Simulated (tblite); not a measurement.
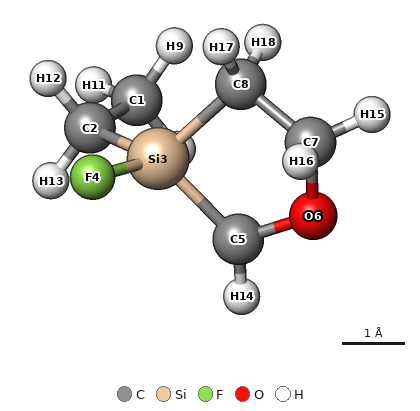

**Figure 1.** The input geometry (ball-and-stick view, seen at a tilt; atoms are numbered from 1 in the order of the input). Bond lengths as drawn: C–C 1.53 Å, C–H 1.08 to 1.10 Å, C–O 1.35 to 1.42 Å, C–Si 1.84 to 1.91 Å and F–Si 1.64 Å.

# Frequency calculation, with input and output: C5H10FOSi

The run: frequency calculation of C5H10FOSi, multiplicity 2. Method and program: GFN2-xTB harmonic vibrations, gas phase (tblite 0.8.0).

It belongs to a series of runs on one base structure; here: H removed from sp3 C.

The program's output:
```
mode    cm-1     km/mol
  1      40.7      0.38
  2      70.4      0.29
  3     109.4      1.43
  4     139.7      4.51
  5     184.8     16.24
  6     206.5      9.40
  7     223.4      7.35
  8     242.7     10.11
  9     315.5      6.33
 10     413.4     23.22
 11     475.5     19.56
 12     601.4      8.42
 13     654.0     30.79
 14     712.2     28.80
 15     725.8     27.49
 16     756.6    208.08
 17     808.4    114.27
 18     861.3    141.74
 19     905.2     33.38
 20     953.3     15.81
 21     983.9     19.75
 22    1028.0      7.82
 23    1045.9     24.51
 24    1083.6      9.61
 25    1142.0      6.96
 26    1177.5     34.67
 27    1179.2      9.41
 28    1236.1      5.56
 29    1260.9     18.88
 30    1288.6      4.80
 31    1295.6      6.17
 32    1352.9     26.99
 33    1417.7      0.41
 34    1463.8      1.87
 35    1478.5      0.81
 36    1480.7      4.56
 37    1507.3      2.53
 38    1510.7      3.76
 39    2891.5     38.93
 40    2969.9     32.26
 41    2979.2     32.05
 42    2994.6     23.36
 43    3009.5     35.22
 44    3024.2     46.37
 45    3035.7     43.91
 46    3041.1      9.41
 47    3042.5     37.65
 48    3116.5     15.60
```

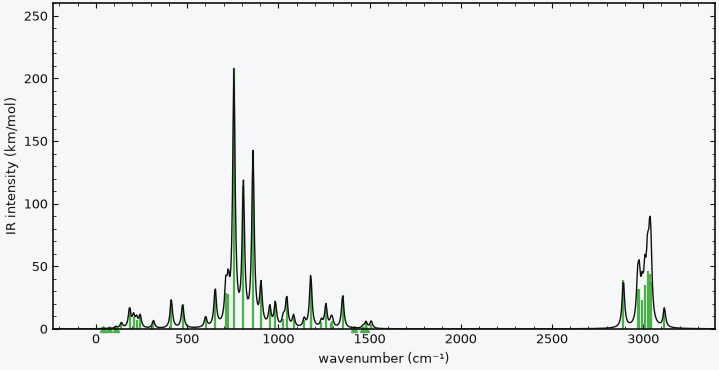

**Figure 2.** Harmonic infrared spectrum, unscaled: sticks (degenerate modes added up, dark ones marked on the axis) with a Lorentzian envelope of 16 cm⁻¹ full width, scaled to the tallest stick. 48 modes from 41 to 3116 cm⁻¹, none imaginary. The strongest line is at 757 cm⁻¹ (208 km/mol).

This output came from the following input.

The input:
```
{"job": {"kind": "ir", "xc": "GFN2-xTB", "basis": "xTB"}, "charge": 0, "multiplicity": 2}
C     -2.407399     0.367476    -0.650873
C     -1.732791    -0.888639    -0.109299
Si     0.161991    -0.840097    -0.116473
F      0.599488    -2.235996     0.620792
C      1.104713    -0.511680    -1.667400
O      2.048718     0.446822    -1.526067
C      2.315922     0.783926    -0.171816
C      1.092462     0.597201     0.724718
H     -2.146141     1.236393    -0.051829
H     -2.099522     0.555818    -1.676217
H     -3.490069     0.258588    -0.633791
H     -2.081381    -1.077033     0.906856
H     -2.047211    -1.748142    -0.702088
H      0.954010    -0.780867    -2.697555
H      2.683757     1.812593    -0.185772
H      3.125333     0.128737     0.176648
H      1.409234     0.391313     1.742284
H      0.500129     1.509904     0.741464
```

The first line tells a small driver script what to run in tblite; the rest is the geometry in Å.

Launch command:
```bash
OMP_NUM_THREADS=1 python <driver script> task.json out
```

Key numbers:

| quantity | value |
| --- | --- |
| outcome | converged |
| total energy | −715.9819 eV |
| zero-point energy | 89.2590 kcal/mol |
| hardware | 1 CPU thread, shared host |
| wall time | 0.54 s |
| peak memory | 0.18 GiB |
